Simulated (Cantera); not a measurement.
Input: 1 mol Si, 0.82 mol CO2, 3.6 mol H2, equilibrated at 1823.15 K.

Method: chemical equilibrium by Gibbs-energy minimisation in Cantera with the NASA 1993 tables (ideal gas, pure condensed phases). Candidate condensed phases: C, C6H6, C7H8, C8H18, H2O, Si, SiC, SiO2; 123 gas species. Mutual solubility and eutectic melting of coexisting phases are not modelled. The tables hold silica as quartz up to 1696 K and as liquid above; real silica turns to tridymite and cristobalite and melts near 1996 K. Rates play no part.

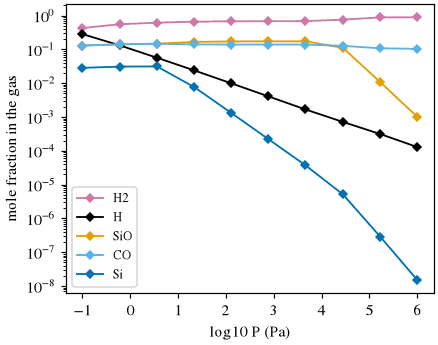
Figure: Equilibrium gas composition (values under 1e-9 drawn at 1e-9)

Question: Read off the mole fractions at 5.78 Torr.

Answer: H2 about 0.68, SiO about 0.17, CO about 0.14, H about 0.0041, Si about 0.00022.
